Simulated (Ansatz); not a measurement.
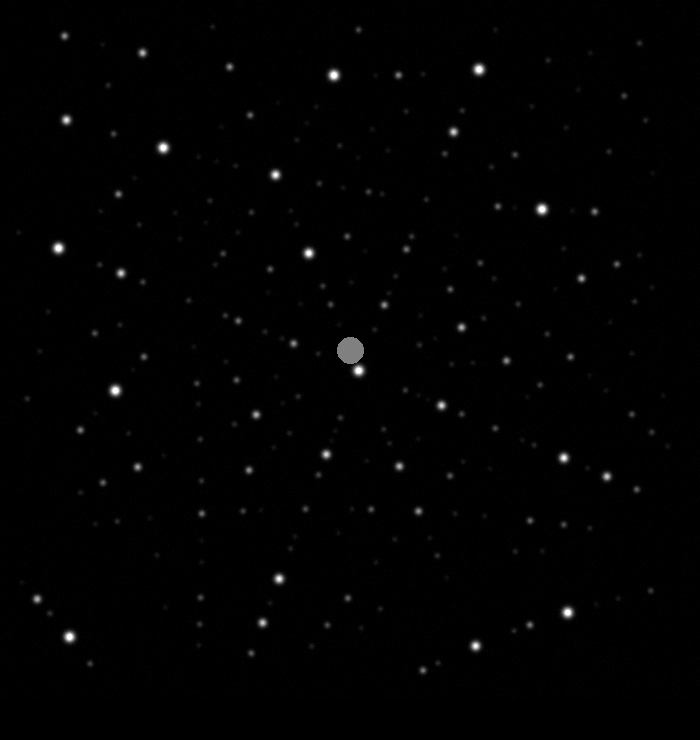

Simulated back-reflection Laue pattern (white X-rays, 0.45 to 2.2 Å, flat plate covering ±45° about the beam, kinematic intensities, seen from the source).

Q: Which symmetry elements lie along the beam?

A: m: one mirror line.

The crystal is SnRu₂, space group P6/mmm (No. 191), a = 4.38 Å, c = 2.99 Å (hexagonal axes). Structure: the geometry relaxed with Ansatz 0.2.0, DFT PBE, scalar-relativistic, plane waves, PAW; the starting structure was generated, so it need not be a known form of this composition.

The direction [101] points towards the source.
